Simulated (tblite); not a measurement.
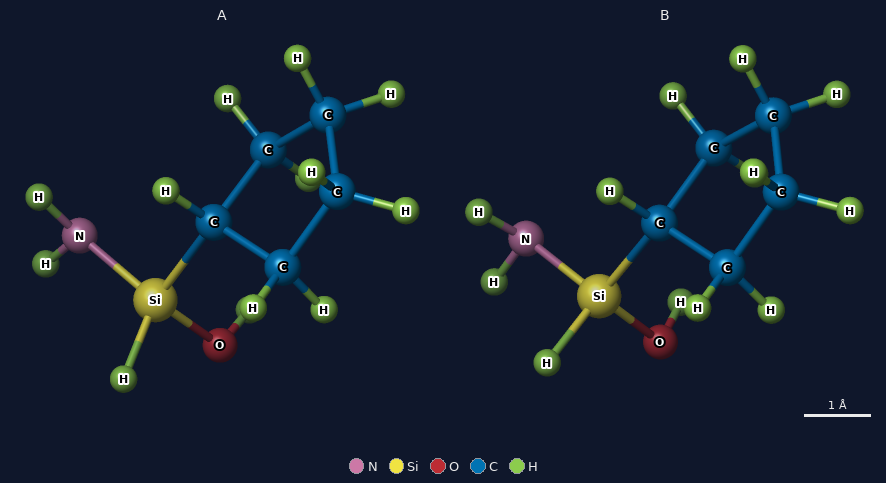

Two geometries of C$_{5}$H$_{13}$NOSi, drawn at one scale. One is the start of a relaxation, the other its converged end. A ball-and-stick model, seen from a free direction.

Method: tblite, GFN2-xTB geometry optimisation, gas phase. 

Q: Which geometry has the lower energy?

A: Structure A is the relaxed one. Over 57 geometry steps the energy falls by 0.315 eV. An H atom moves most after the best rigid fit: 0.39 Å. By element the largest moves are H 0.39 Å, N 0.13 Å, O 0.08 Å, Si 0.06 Å, C 0.05 Å. Near-neighbour distances that change, for instance: C–Si 1.856 → 1.901 Å, N–Si 1.708 → 1.730 Å, O–Si 1.649 → 1.627 Å, H–N 1.026 → 1.006 Å. Among the angles between lasting bonds that change: N–Si–H 106.0° → 118.1°, O–Si–H 110.7° → 99.7°, Si–N–H 108.6° → 118.6°.
